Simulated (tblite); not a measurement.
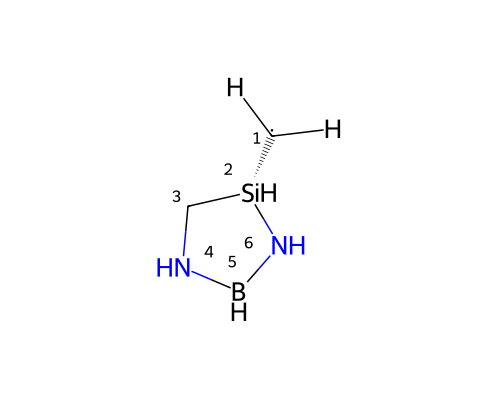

Skeletal drawing with numbered atoms; wedges and dashes mark any stereocentres. The configuration is that of a computed structure (GFN2-xTB).

Q: Assign CIP descriptors.

A: Si2: S.

Q: Give a SMILES with the stereochemistry.

A: [CH2][Si@H]1CNBN1
